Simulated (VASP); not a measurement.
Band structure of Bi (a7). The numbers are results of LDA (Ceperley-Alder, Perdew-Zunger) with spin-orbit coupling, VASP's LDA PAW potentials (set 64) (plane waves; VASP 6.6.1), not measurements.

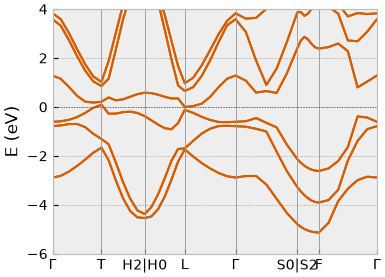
Figure. Bands along high-symmetry lines, zero at the valence-band maximum or, without a gap, the Fermi level

Q: Read the plot: is there a gap, and where are the band edges?

A: It has no gap at this level: it comes out as a metal or semimetal.

The compound is Bi in the a7 structure. It was relaxed first, which changed the volume by -5 %.
